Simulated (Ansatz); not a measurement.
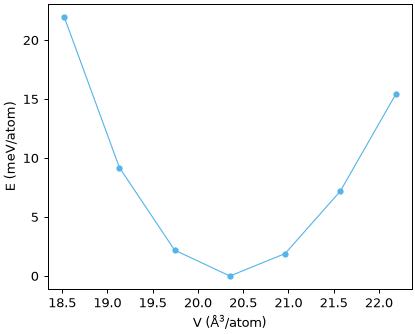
Figure: NaCl3 (A15 (Cr3Si type), Pm-3n) under volume change, r²SCAN in the plane-wave PAW code Ansatz, scaled uniformly.

What does a third-order Birch–Murnaghan fit give for V₀, B₀ and B′?

V₀ = 20.35 Å³/atom, B₀ = 35.5 GPa, B′ = 4.9.

The first step of the workflow began from a Materials Project structure, measured or hypothetical; the Crystallography Open Database copy checked does not list it. Its standing as an ambient phase is unchecked. The cell was relaxed with r²SCAN under the symmetry of its start. At this level the phase is dynamically unstable (imaginary phonons).

Potentials: the later of the program's two PAW sets.
